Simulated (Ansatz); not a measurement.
**AlBF₂H₂ (SMILES [BH2][Al]([F])[F]): density, localisation and related maps**

Input file:

```
basis:
  gaussian:
    orbitals: def2-TZVPD
crystal:
  periodic: [false, false, false]
  atoms:
    - symbol: Al
      position_ang: [-0.306282, -0.114484, 0.673342]
    - symbol: B
      position_ang: [1.099188, 0.996472, -0.439331]
    - symbol: F
      position_ang: [-0.343217, -1.783278, 0.630595]
    - symbol: F
      position_ang: [-1.446499, 0.622662, 1.645236]
    - symbol: H
      position_ang: [2.168965, 1.298407, 0.015539]
    - symbol: H
      position_ang: [0.870825, 1.358431, -1.561521]
output: {forces: true, orbitals: {seedname: orbitals}}
hamiltonian:
  xc: pbe0
```

Command:

```sh
ansatz run input.yaml --threads 1 --pin off --max-ram 2610MiB --events-out events.jsonl --progress --plain --runs-dir runs
```

Geometry: PBE0-D3(BJ)/pcseg-1.

Computed with isolated molecule in a Gaussian basis; Kohn-Sham density functional theory, functional PBE0 (Ansatz 0.2.0).

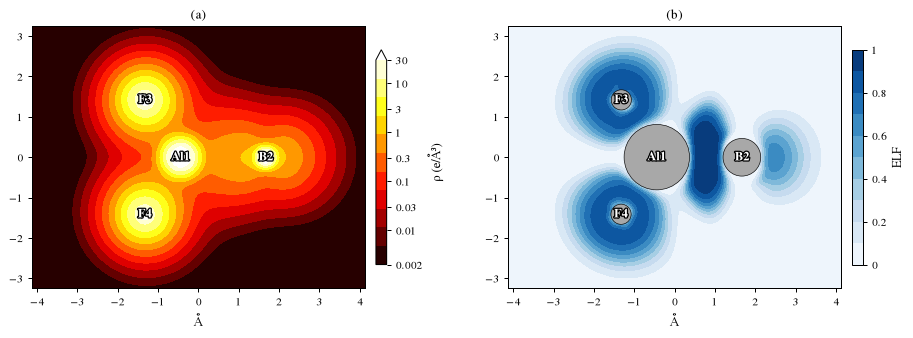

Figure 1. (a) electron density; (b) electron localisation function on the plane of atoms F3, Al1 and F4. Grey discs cover the atomic cores in the ELF map.

Q: What does the map show?

A: The plane passes through Al, B and F nuclei.
Al–F (1.67 Å): the density is about 0.88 e/Å³ at the midpoint; the ELF peaks at about 0.85 in the valence shell of F, 0.5 Å from its nucleus, and is about 0.35 at the midpoint.
Al–B (2.11 Å): ρ at the midpoint is about 0.61 e/Å³; the ELF peaks at about 1 between the atoms, as expected for a shared electron pair.
The ELF also peaks beside F4 and F3, away from the bonds: lone-pair regions.

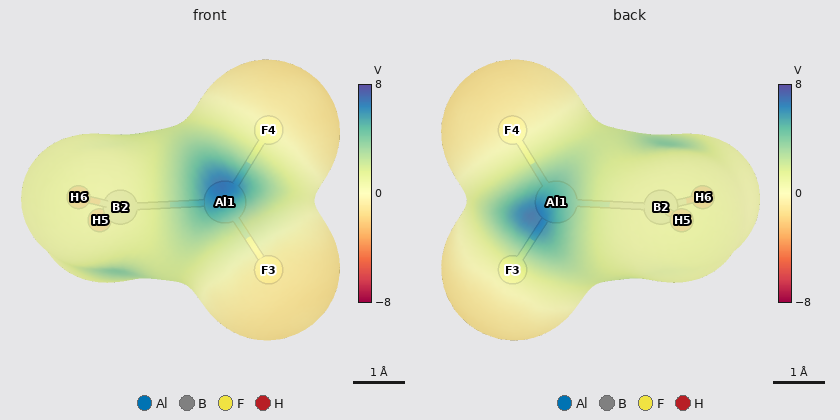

Figure 2. The electrostatic potential painted on the density surface at 0.004 e/bohr³, seen from the front and from behind; red is negative and blue positive.

Q: Where is the surface potential most negative and most positive?

A: The most negative region (about −1.3 V) lies over F3 and F4, the most positive (about +6.6 V) over Al1.

Q: What dipole moment does the calculation give?

A: Its dipole moment is 2.32 D.

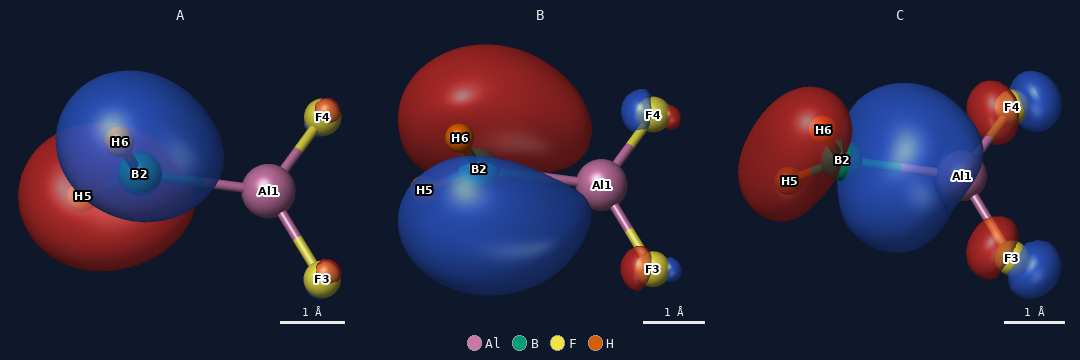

Figure 3. Three frontier orbitals at ±0.1 Å⁻³ᐟ² (blue and red are the two phases), in no order.

Q: Which picture is the HOMO−1, the HOMO and the LUMO?

A: A is the HOMO−1 (−10.51 eV). Its weight (Hirshfeld) is mainly on B2 (about 45 %), H5 (about 25 %) and H6 (about 25 %). C is the HOMO (−8.77 eV). Its weight (Hirshfeld) is mainly on B2 (about 45 %), Al1 (about 30 %), H6 (about 5 %) and H5 (about 5 %). B is the LUMO (−3.01 eV). By Hirshfeld shares it lies mainly on B2 (about 65 %), Al1 (about 20 %), H6 (about 5 %) and H5 (about 5 %).

Q: What is the HOMO–LUMO gap?

A: 5.76 eV between the orbital energies.
